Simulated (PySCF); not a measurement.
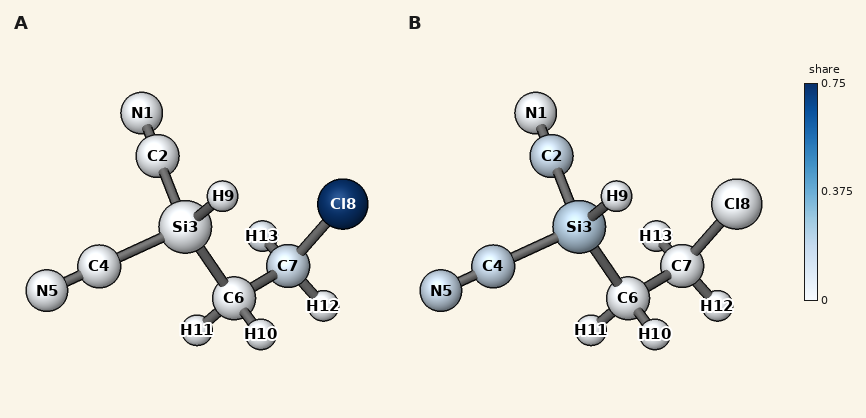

Each panel colours the atoms by their Löwdin share in one orbital (up to four of the largest shares; other atoms are shown as zero). The computed structure is the end point of a GFN2-xTB optimisation. No frequency run is at hand to confirm it as a minimum. Level of theory: B3LYP/def2-SVPD (PySCF 2.14.0).

The panels show the HOMO, LUMO, in some order. Which is which?

Answer. A: HOMO, −8.98 eV; Cl8 0.74, C7 0.13, H13 0.05
B: LUMO, −1.62 eV; Si3 0.21, C4 0.16, C2 0.16, N5 0.15

The geometry is semi-empirical. Around Si such bond lengths and angles can be off by a tenth of an ångström or more and by several degrees, and values that hang on the shape move with them.
